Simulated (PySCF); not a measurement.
**CH5F3Si, SMILES `[SiH4].FC(F)F`: what the electrons do**

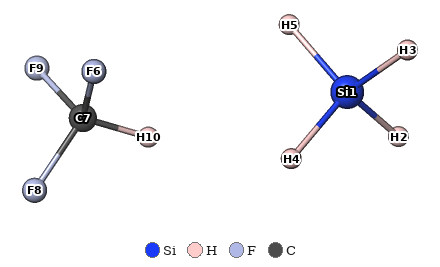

The molecule, with its atoms numbered as below. The pair's geometry is semi-empirical, so its contact may be too short or too long.

Cartesian coordinates (Å):

```
Si1     -2.7991   -0.0000    0.1089
H2      -3.3495    0.0349    1.4620
H3      -3.8744   -0.0126   -0.8739
H4      -1.9736   -1.2003   -0.0327
H5      -1.9535    1.1787   -0.0855
F6       0.8325   -0.0457   -1.1261
C7       1.2105    0.0001    0.1459
F8       1.9822   -1.0533    0.3902
F9       1.9348    1.0988    0.3271
H10      0.3297    0.0005    0.8104
```

### 1. Bonding charge

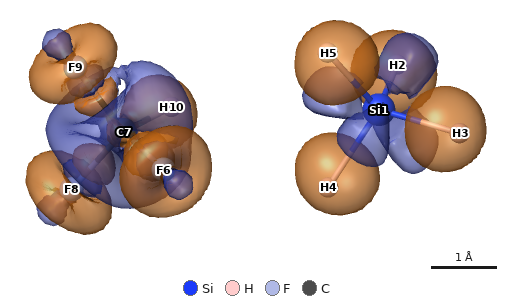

Deformation density (molecule less spherical, spin-averaged free atoms at the same positions), surfaces at ±0.07 e/Å³; orange: gain, blue: loss.

PySCF calculation, PBE0/def2-SVPD, gas phase; geometry: GFN2-xTB.

Q: Describe the bonding that the map shows.

A: C7–H10: +0.89 e/Å³ at the bond critical point (bond length 1.10 Å). Si1–H3: +0.18 e/Å³ at the bond critical point (bond length 1.46 Å). Si1–H2: +0.18 e/Å³ at the bond critical point (bond length 1.46 Å). Si1–H4: +0.18 e/Å³ at the bond critical point (bond length 1.46 Å). Si1–H5: +0.18 e/Å³ at the bond critical point (bond length 1.46 Å). F6–C7: +0.14 e/Å³ at the bond critical point (bond length 1.33 Å). C7–F9: +0.14 e/Å³ at the bond critical point (bond length 1.33 Å). C7–F8: +0.14 e/Å³ at the bond critical point (bond length 1.33 Å). In all, 2.2 electrons gather in the regions of gain relative to the promolecule. A small or negative value marks a very polar bond, one between electron-rich atoms, whose free-atom densities already overlap strongly, a long bond to a heavier atom, or a closed-shell contact such as a hydrogen bond.

Q: Where do the Hirshfeld charges lie?

A: The highest Hirshfeld charge is on Si1 (+0.29 e), the lowest on F8 (−0.10 e).

### 2. Electrostatic potential

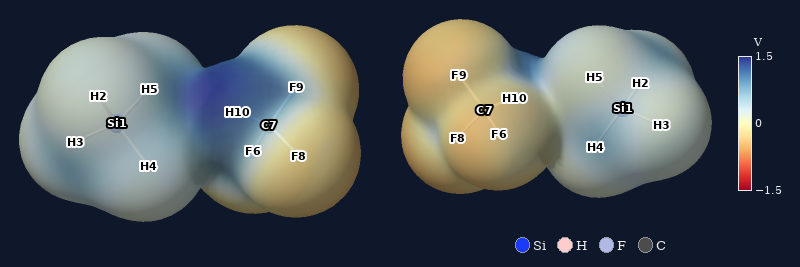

Electrostatic potential on the surface of electron density 0.001 a.u. (back view left, front view right).

Q: Where are the extremes of the potential on the surface?

A: Highest: 1.48 V, 1.3 Å from H10. Further maxima include 0.83 V, near H2 (2.06 Å), H3 (2.09 Å), Si1 (2.10 Å) and H4 (2.23 Å), and at like points elsewhere; 0.73 V, near H5 (2.07 Å), Si1 (2.10 Å), H4 (2.12 Å) and H3 (2.20 Å). Lowest: −0.44 V, 1.6 Å from F8, and at like points elsewhere. Further minima include 0.17 V, 1.5 Å from H3, and at like points elsewhere. The surface is sampled at points, so like sites can differ by a few per cent and only the strongest of them is named.

Q: What volume does the surface enclose, and what is the dipole moment?

A: About 118 Å³; the dipole moment is 1.7 D.

### 3. Binding density

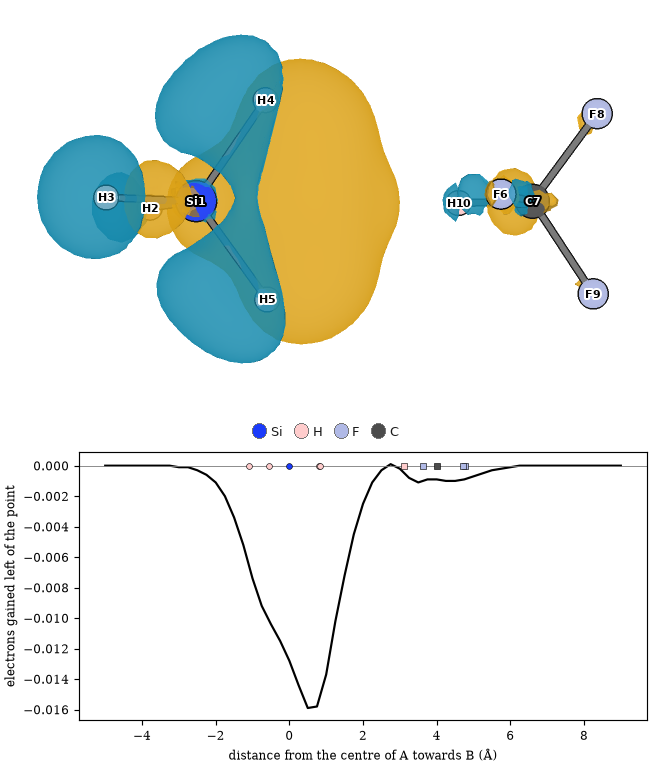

Density of the complex less the densities of the two fragments at the same geometry, ±0.001 e/Å³ (yellow: gain, teal: loss). Fragment A: SiH4 (atoms 1–5); fragment B: HCF3. Below: the charge-displacement curve along the line of centres (A on the left).

Computed with PySCF, PBE0/def2-SVPD, geometry: GFN2-xTB.

Q: Which way does charge flow?

A: Hirshfeld charges show almost no net transfer (under 0.005 e). By Hirshfeld charges, electrons gather most on H10 (−0.002 e) and leave H3 most (+0.005 e); 0.03 e is displaced in all, which induces a dipole of 0.23 D.

Q: What is the interaction energy, and which contacts carry it?

A: The counterpoise-corrected interaction energy of the frozen fragments is 0.0 kcal/mol without dispersion correction and −0.8 kcal/mol with D3(BJ). The pair geometry is semi-empirical, not a minimum at this level. Contacts: H5···H10, H···H contact, 2.72 Å, ρ = 0.004 a.u., a bond path close to vanishing (ellipticity 6.0). The pose is a local one from a semi-empirical search, not shown to be the most stable.
